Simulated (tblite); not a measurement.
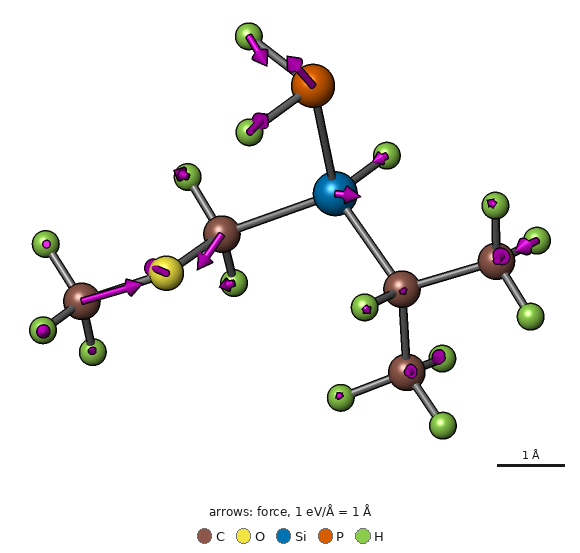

Starting geometry of C5H15OPSi with the computed forces as purple arrows. A ball-and-stick model, seen at a tilt.

Method: tblite, GFN2-xTB geometry optimisation, gas phase. 

Q: What follows when this structure is relaxed?

A: It isn't relaxed: the largest force vector, on a C atom, is 1.02 eV/Å. The final displacements have little in common with the starting forces (cosine between the two patterns 0.24). After 77 geometry steps the energy has fallen by 4.00 kcal/mol. The atom that moves furthest after the best rigid fit is an H atom (0.33 Å). By element the largest moves are H 0.33 Å, O 0.18 Å, C 0.17 Å, P 0.12 Å, Si 0.02 Å. Among the contacts that change: C–O 1.439 → 1.402 Å, H–P 1.416 → 1.383 Å, P–Si 2.224 → 2.249 Å, C–H 1.105 → 1.088 Å. Among the angles between lasting bonds that change: O–C–Si 114.3° → 105.0°, Si–C–H 107.6° → 112.8°, Si–C–H 107.6° → 111.5°. The run took 0.76 s on 1 thread of Arm Neoverse V1 (shared host).
